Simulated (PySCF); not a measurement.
CH$_{8}$OSi, SMILES `[H][H].CO[SiH3]`.

PySCF calculation, B3LYP/def2-SVP, gas phase; geometry: GFN2-xTB. The pair's geometry is semi-empirical, so its contact may be too short or too long. Without diffuse functions Rydberg states are missing, so the states' numbers hold for this basis only.

Coordinates in Å:

```
H1       0.0679   -2.8670    0.0068
H2      -0.3393   -3.5332    0.0081
C3      -1.6527    0.0433   -0.0040
O4      -0.4226    0.6952    0.0093
Si5      1.0767    0.0806   -0.0021
H6      -1.7671   -0.5591   -0.9092
H7      -2.4375    0.8010    0.0223
H8      -1.7590   -0.6125    0.8643
H9       1.8305    1.3215    0.0201
H10      1.3137   -0.7299   -1.2027
H11      1.3143   -0.7708    1.1697
```

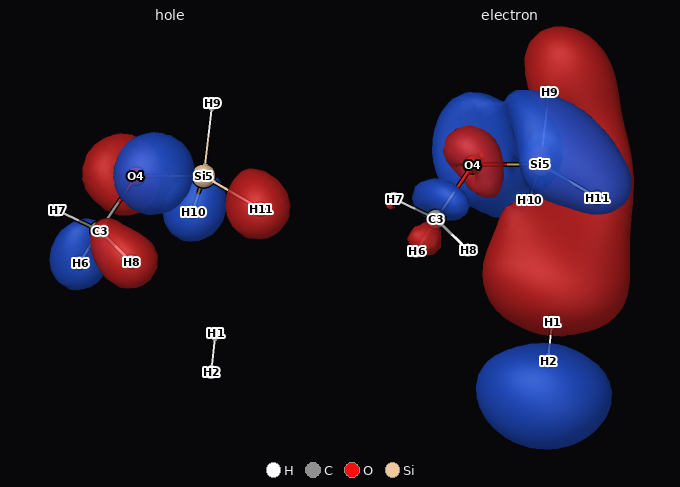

Leading natural transition orbital pair of S₃ (TDA singlet states); the surfaces enclose about 78 % of each orbital's density.

Q: Where does the state lie, and where do hole and electron sit?

A: 8.20 eV (151 nm), f = 0.005, partly diffuse acceptor orbital, which a basis without diffuse functions describes poorly; the leading pair carries 99 %; hole on O4 (53 %), Si5 (12 %) and C3 (10 %), electron on Si5 (32 %), H2 (20 %) and H1 (17 %) (atom shares of so diffuse an orbital are rough); their centroids lie 1.6 Å apart. In canonical orbitals it is mainly HOMO → LUMO+1 (97 %). The HOMO–LUMO gap is 8.08 eV.

Run time: 50 s on 1 thread of Intel(R) Xeon(R) Platinum 8488C (Sapphire Rapids) (shared host), peak memory 0.52 GiB.
